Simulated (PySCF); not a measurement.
# FH₆PSi₂: runs on many settings, part 1 of 2

Which settings matter for FH₆PSi₂ (`F[SiH2][SiH2]P`)?

Programs: PySCF 2.14.0, with density-fitted response routines of our own. Each step states its level of theory. These are calculated values for one molecule in the gas phase, unless marked as measured. Atoms count from 0, in the outputs and in this text.

1 further run of the same task is left out (it didn't finish). Runs told in other sessions of the task aren't counted.

## 1. The starting structure

10 atoms, charge 0, multiplicity 1; geometry from: GFN2-xTB.

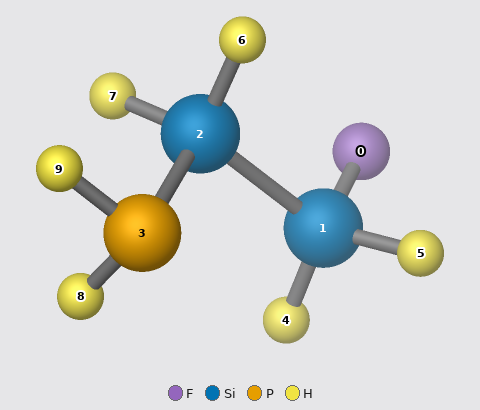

The starting geometry (fluorine purple, silicon blue, phosphorus amber, hydrogen yellow), atoms numbered.

## 2. TDDFT and polarisability: PW91/def2-SVPD

What the job is given:

```
{"job": {"kind": "uv", "xc": "PW91", "basis": "def2-SVPD", "nstates": 12, "ntriplets": 5, "tda": false, "scf": {"damp": 0.2}}, "charge": 0, "multiplicity": 1}
F      2.841560     0.326393    -0.409503
Si     1.625052    -0.431130     0.332431
Si    -0.286564     0.693082    -0.319386
P     -2.054837    -0.274606     0.665992
H      1.771129    -1.810989    -0.124988
H      1.990395    -0.345201     1.742521
H     -0.342453     2.092046     0.132269
H     -0.469942     0.753923    -1.780799
H     -2.070145    -1.380611    -0.161736
H     -2.995312     0.381746    -0.099330
```

Level: TDDFT PW91/def2-SVPD, vertical, gas phase, core orbitals frozen in the response.

Launch:

```console
$ OMP_NUM_THREADS=1 python probes_run.py task.json out
```

This one command runs all jobs of the session in turn.

Output:

```text
damping 0.20 in the first 6 cycles
final grid: 79616 points
cycle   1  E = -1023.3386876838  dE =  7.465e-02  |g| = 5.381e-01  |ddm| = 3.659e+00
cycle   2  E = -1023.2717962089  dE =  6.689e-02  |g| = 8.514e-01  |ddm| = 1.250e+00
cycle   3  E = -1023.1872198329  dE =  8.458e-02  |g| = 1.099e+00  |ddm| = 1.523e+00
cycle   4  E = -1022.6172084427  dE =  5.700e-01  |g| = 2.103e+00  |ddm| = 2.447e+00
cycle   5  E = -1022.4269093425  dE =  1.903e-01  |g| = 2.292e+00  |ddm| = 3.159e+00
cycle   6  E = -1008.9234331495  dE =  1.350e+01  |g| = 4.616e+00  |ddm| = 1.754e+01
cycle   7  E = -926.9859631668  dE =  8.194e+01  |g| = 1.760e+01  |ddm| = 2.182e+01
cycle   8  E = -947.4575364844  dE = -2.047e+01  |g| = 1.431e+01  |ddm| = 9.243e+00
cycle   9  E = -977.3419075441  dE = -2.988e+01  |g| = 1.189e+01  |ddm| = 6.193e+00
cycle  10  E = -983.9385585481  dE = -6.597e+00  |g| = 1.016e+01  |ddm| = 3.865e+00
cycle  11  E = -1001.4421141840  dE = -1.750e+01  |g| = 7.319e+00  |ddm| = 5.615e+00
cycle  12  E = -1016.6402395216  dE = -1.520e+01  |g| = 4.638e+00  |ddm| = 6.125e+00
cycle  13  E = -1020.0867806618  dE = -3.447e+00  |g| = 2.900e+00  |ddm| = 5.849e+00
cycle  14  E = -1019.2157622840  dE =  8.710e-01  |g| = 2.966e+00  |ddm| = 1.722e+01
cycle  15  E = -1005.3570945446  dE =  1.386e+01  |g| = 4.656e+00  |ddm| = 1.779e+01
cycle  16  E = -1022.8670056684  dE = -1.751e+01  |g| = 1.143e+00  |ddm| = 9.675e+00
cycle  17  E = -1023.1542789625  dE = -2.873e-01  |g| = 8.474e-01  |ddm| = 3.417e+00
cycle  18  E = -1023.3733432282  dE = -2.191e-01  |g| = 2.312e-01  |ddm| = 1.645e+00
cycle  19  E = -1023.3913040377  dE = -1.796e-02  |g| = 9.160e-02  |ddm| = 5.983e-01
cycle  20  E = -1023.3943520146  dE = -3.048e-03  |g| = 3.099e-02  |ddm| = 2.249e-01
cycle  21  E = -1023.3946903764  dE = -3.384e-04  |g| = 6.937e-03  |ddm| = 5.894e-02
cycle  22  E = -1023.3947099191  dE = -1.954e-05  |g| = 2.667e-03  |ddm| = 1.928e-02
cycle  23  E = -1023.3947117587  dE = -1.840e-06  |g| = 1.512e-03  |ddm| = 7.406e-03
cycle  24  E = -1023.3947127419  dE = -9.832e-07  |g| = 1.393e-04  |ddm| = 3.300e-03
cycle  25  E = -1023.3947127490  dE = -7.075e-09  |g| = 3.047e-05  |ddm| = 3.264e-04
cycle  26  E = -1023.3947127494  dE = -4.129e-10  |g| = 8.488e-06  |ddm| = 8.711e-05
converged SCF energy = -1023.3947127494

Static polarisability (au): isotropic 86.031, principal 72.156 82.455 103.480

Singlet excitations
state   eV       nm        f      main configurations
  1   4.7300    262.1   0.01637   H->L 0.99
  2   5.6724    218.6   0.00366   H->L+1 0.80, H-1->L 0.14
  3   5.7725    214.8   0.01361   H-1->L 0.80, H->L+1 0.11
  4   6.1097    202.9   0.01031   H->L+2 0.87
  5   6.3302    195.9   0.00671   H->L+4 0.69, H->L+3 0.26
  6   6.4040    193.6   0.00354   H-2->L 0.91
  7   6.4564    192.0   0.09430   H->L+3 0.46, H->L+4 0.26
  8   6.6337    186.9   0.02802   H-3->L 0.84
  9   6.7741    183.0   0.02097   H-1->L+1 0.83
 10   6.8747    180.3   0.02588   H-1->L+2 0.83, H-1->L+4 0.09
 11   6.9815    177.6   0.00171   H-1->L+3 0.78, H->L+5 0.12
 12   7.2438    171.2   0.00928   H-4->L 0.53, H->L+6 0.34, H-1->L+4 0.10

Triplet excitations (Tamm-Dancoff, eV): 4.5270 5.1287 5.3162 5.6172 5.6972
```

It took 20 s on 1 thread of AMD EPYC 9R14, shared host; peak memory 0.48 GiB.

The orbitals next to the gap, with their largest atomic shares:

```tsv
orbital	eV	atoms
HOMO−3	-8.48	Si2 20 %, P3 18 %, H6 13 %
HOMO−2	-8.26	Si1 22 %, H4 16 %, Si2 16 %
HOMO−1	-7.45	Si2 27 %, Si1 24 %, F0 14 %
HOMO	-6.62	P3 65 %, Si2 14 %, H8 7 %
LUMO	-1.97	Si1 34 %, Si2 22 %, P3 11 %
LUMO+1	-1.05	Si2 35 %, Si1 25 %, H7 10 %
LUMO+2	-0.69	P3 28 %, Si2 24 %, Si1 12 %
```

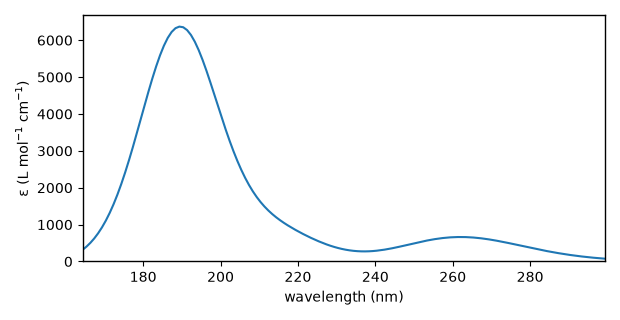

Absorption spectrum: each of the 12 states is a Gaussian band of 0.4 eV half-width at 1/e. Beyond the last state computed it falls off for lack of states.

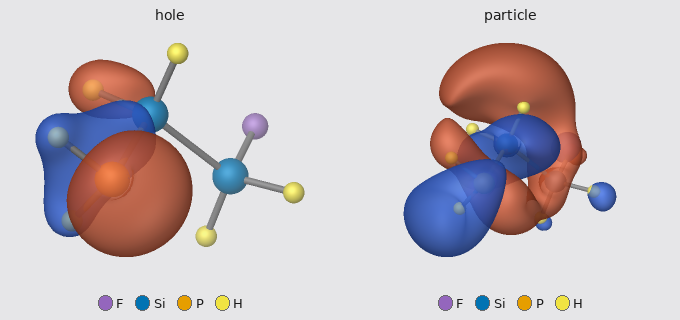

Leading natural transition orbitals of singlet state 7: the electron leaves the hole (left) for the particle orbital (right).

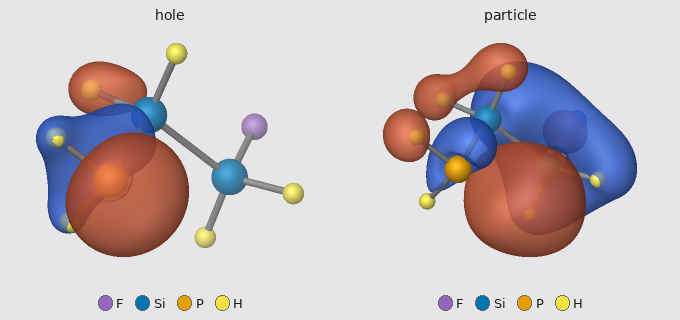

Leading natural transition orbitals of singlet state 1: the electron leaves the hole (left) for the particle orbital (right).

Further results of this job:

```tsv
property	computed
dipole moment (D)	1.42
polarisability (Å³)	12.75
HOMO–LUMO gap (eV)	4.64
−ε(HOMO) (eV)	6.62
```

The fields below are evaluated on a grid from the run's orbitals.

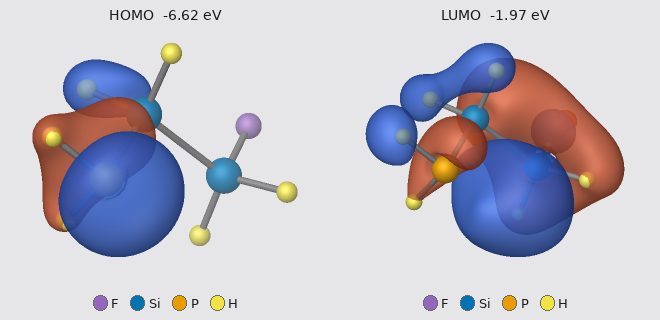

Frontier orbitals at PW91/def2-SVPD; each surface holds 70 % of the orbital's density, blue and red mark the sign.

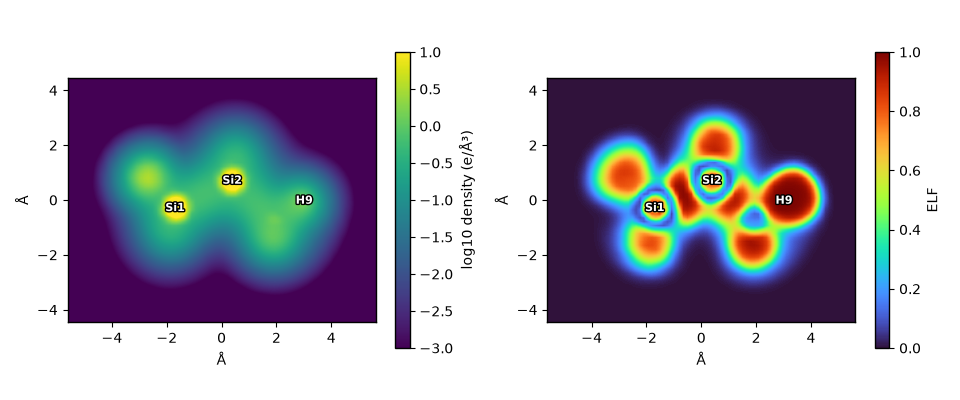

Density (left) and ELF (right) in a plane through or near 3 of the atoms.

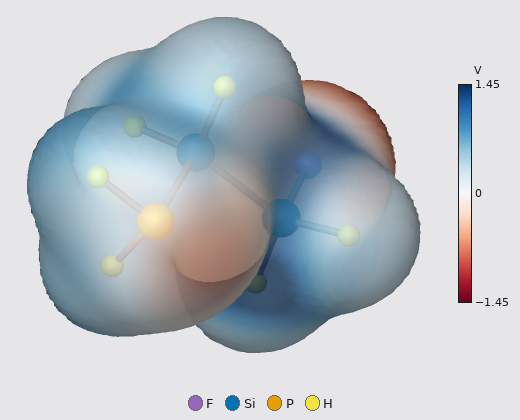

Electrostatic potential on the surface of density 0.002 e/bohr³; red is low, blue high. It runs from -0.96 V near F0 to 1.45 V near H4.

## 3. Excited states and response: PBE0/Sadlej pVTZ

What the job is given:

```
{"job": {"kind": "uv", "xc": "PBE0", "basis": "Sadlej pVTZ", "nstates": 3, "ntriplets": 0, "tda": true, "scf": {"level_shift": 2.0, "max_cycle": 58}}, "charge": 0, "multiplicity": 1}
F      2.557404     0.293754    -0.368553
Si     1.462547    -0.388017     0.299188
Si    -0.257908     0.623774    -0.287447
P     -1.849353    -0.247145     0.599393
H      1.594016    -1.629890    -0.112489
H      1.791355    -0.310681     1.568269
H     -0.308208     1.882841     0.119042
H     -0.422948     0.678531    -1.602719
H     -1.863131    -1.242550    -0.145562
H     -2.695781     0.343571    -0.089397
```

Method: TDA PBE0/Sadlej pVTZ, vertical, gas phase, core orbitals frozen in the response.

Output:

```text
final grid: 79616 points
cycle   1  E = -1022.9478985283  dE =  1.276e+00  |g| = 9.436e-01  |ddm| = 4.155e+00
cycle   2  E = -1023.1395868774  dE = -1.917e-01  |g| = 4.393e-01  |ddm| = 3.128e+00
cycle   3  E = -1023.1876953396  dE = -4.811e-02  |g| = 2.887e-01  |ddm| = 1.410e+00
cycle   4  E = -1023.2080973014  dE = -2.040e-02  |g| = 2.000e-01  |ddm| = 9.075e-01
cycle   5  E = -1023.2184091272  dE = -1.031e-02  |g| = 1.436e-01  |ddm| = 5.089e-01
cycle   6  E = -1023.2238198929  dE = -5.411e-03  |g| = 1.070e-01  |ddm| = 3.176e-01
cycle   7  E = -1023.2268352874  dE = -3.015e-03  |g| = 8.122e-02  |ddm| = 2.141e-01
cycle   8  E = -1023.2286044330  dE = -1.769e-03  |g| = 6.236e-02  |ddm| = 1.581e-01
cycle   9  E = -1023.2296815885  dE = -1.077e-03  |g| = 4.828e-02  |ddm| = 1.257e-01
cycle  10  E = -1023.2303292235  dE = -6.476e-04  |g| = 3.857e-02  |ddm| = 1.020e-01
cycle  11  E = -1023.2307450069  dE = -4.158e-04  |g| = 3.086e-02  |ddm| = 8.203e-02
cycle  12  E = -1023.2310163576  dE = -2.714e-04  |g| = 2.478e-02  |ddm| = 6.726e-02
cycle  13  E = -1023.2311954244  dE = -1.791e-04  |g| = 1.998e-02  |ddm| = 5.572e-02
cycle  14  E = -1023.2313125851  dE = -1.172e-04  |g| = 1.635e-02  |ddm| = 4.553e-02
cycle  15  E = -1023.2313913609  dE = -7.878e-05  |g| = 1.346e-02  |ddm| = 3.738e-02
cycle  16  E = -1023.2314456029  dE = -5.424e-05  |g| = 1.111e-02  |ddm| = 3.098e-02
cycle  17  E = -1023.2314832695  dE = -3.767e-05  |g| = 9.181e-03  |ddm| = 2.517e-02
cycle  18  E = -1023.2315093625  dE = -2.609e-05  |g| = 7.627e-03  |ddm| = 2.110e-02
cycle  19  E = -1023.2315275082  dE = -1.815e-05  |g| = 6.389e-03  |ddm| = 1.698e-02
cycle  20  E = -1023.2315403653  dE = -1.286e-05  |g| = 5.362e-03  |ddm| = 1.419e-02
cycle  21  E = -1023.2315495661  dE = -9.201e-06  |g| = 4.518e-03  |ddm| = 1.172e-02
cycle  22  E = -1023.2315561897  dE = -6.624e-06  |g| = 3.814e-03  |ddm| = 9.682e-03
cycle  23  E = -1023.2315609739  dE = -4.784e-06  |g| = 3.235e-03  |ddm| = 7.993e-03
cycle  24  E = -1023.2315644414  dE = -3.467e-06  |g| = 2.750e-03  |ddm| = 6.616e-03
cycle  25  E = -1023.2315669657  dE = -2.524e-06  |g| = 2.356e-03  |ddm| = 5.514e-03
cycle  26  E = -1023.2315688341  dE = -1.868e-06  |g| = 2.013e-03  |ddm| = 4.580e-03
cycle  27  E = -1023.2315702126  dE = -1.378e-06  |g| = 1.727e-03  |ddm| = 3.772e-03
cycle  28  E = -1023.2315712314  dE = -1.019e-06  |g| = 1.488e-03  |ddm| = 3.145e-03
cycle  29  E = -1023.2315719927  dE = -7.613e-07  |g| = 1.280e-03  |ddm| = 2.631e-03
cycle  30  E = -1023.2315725601  dE = -5.674e-07  |g| = 1.106e-03  |ddm| = 2.194e-03
cycle  31  E = -1023.2315729867  dE = -4.266e-07  |g| = 9.561e-04  |ddm| = 1.837e-03
cycle  32  E = -1023.2315733072  dE = -3.205e-07  |g| = 8.287e-04  |ddm| = 1.550e-03
cycle  33  E = -1023.2315735493  dE = -2.421e-07  |g| = 7.195e-04  |ddm| = 1.299e-03
cycle  34  E = -1023.2315737327  dE = -1.834e-07  |g| = 6.249e-04  |ddm| = 1.104e-03
cycle  35  E = -1023.2315738716  dE = -1.389e-07  |g| = 5.441e-04  |ddm| = 9.398e-04
cycle  36  E = -1023.2315739774  dE = -1.057e-07  |g| = 4.740e-04  |ddm| = 7.989e-04
cycle  37  E = -1023.2315740579  dE = -8.059e-08  |g| = 4.133e-04  |ddm| = 6.852e-04
cycle  38  E = -1023.2315741195  dE = -6.158e-08  |g| = 3.609e-04  |ddm| = 5.887e-04
cycle  39  E = -1023.2315741667  dE = -4.716e-08  |g| = 3.149e-04  |ddm| = 5.084e-04
cycle  40  E = -1023.2315742028  dE = -3.608e-08  |g| = 2.754e-04  |ddm| = 4.372e-04
cycle  41  E = -1023.2315742304  dE = -2.767e-08  |g| = 2.410e-04  |ddm| = 3.803e-04
cycle  42  E = -1023.2315742517  dE = -2.126e-08  |g| = 2.112e-04  |ddm| = 3.300e-04
cycle  43  E = -1023.2315742681  dE = -1.638e-08  |g| = 1.847e-04  |ddm| = 2.865e-04
cycle  44  E = -1023.2315742807  dE = -1.260e-08  |g| = 1.620e-04  |ddm| = 2.503e-04
cycle  45  E = -1023.2315742904  dE = -9.703e-09  |g| = 1.422e-04  |ddm| = 2.181e-04
cycle  46  E = -1023.2315742979  dE = -7.489e-09  |g| = 1.248e-04  |ddm| = 1.914e-04
cycle  47  E = -1023.2315743037  dE = -5.793e-09  |g| = 1.097e-04  |ddm| = 1.678e-04
cycle  48  E = -1023.2315743082  dE = -4.484e-09  |g| = 9.615e-05  |ddm| = 1.484e-04
cycle  49  E = -1023.2315743116  dE = -3.468e-09  |g| = 8.449e-05  |ddm| = 1.294e-04
cycle  50  E = -1023.2315743143  dE = -2.683e-09  |g| = 7.432e-05  |ddm| = 1.141e-04
cycle  51  E = -1023.2315743164  dE = -2.076e-09  |g| = 6.560e-05  |ddm| = 1.015e-04
cycle  52  E = -1023.2315743180  dE = -1.615e-09  |g| = 5.769e-05  |ddm| = 8.895e-05
cycle  53  E = -1023.2315743193  dE = -1.255e-09  |g| = 5.070e-05  |ddm| = 7.876e-05
cycle  54  E = -1023.2315743202  dE = -9.809e-10  |g| = 4.461e-05  |ddm| = 6.921e-05
cycle  55  E = -1023.2315743210  dE = -7.526e-10  |g| = 3.935e-05  |ddm| = 6.122e-05
cycle  56  E = -1023.2315743216  dE = -5.884e-10  |g| = 3.477e-05  |ddm| = 5.417e-05
cycle  57  E = -1023.2315743220  dE = -4.586e-10  |g| = 3.062e-05  |ddm| = 4.790e-05
level shift removed, Fock matrix diagonalised once more
converged SCF energy = -1023.2315743220

Static polarisability (au): isotropic 70.361, principal 60.356 68.282 82.444

Singlet excitations
state   eV       nm        f      main configurations
  1   5.6169    220.7   0.01894   H->L 0.98
  2   6.4263    192.9   0.01305   H-1->L 0.67, H->L+1 0.19
  3   6.5508    189.3   0.03069   H->L+1 0.67, H-1->L 0.26
```

It took 28 s on 1 thread of AMD EPYC 9R14, shared host; peak memory 0.74 GiB.

All coordinates were scaled by 0.9, so these values belong to a distorted geometry and are kept out of the summary. Its HOMO lies at -7.63 eV, against -6.62 eV in step 2 (PW91/def2-SVPD), a different level, so the two don't compare directly.

(Continued in part 2 of 2.)
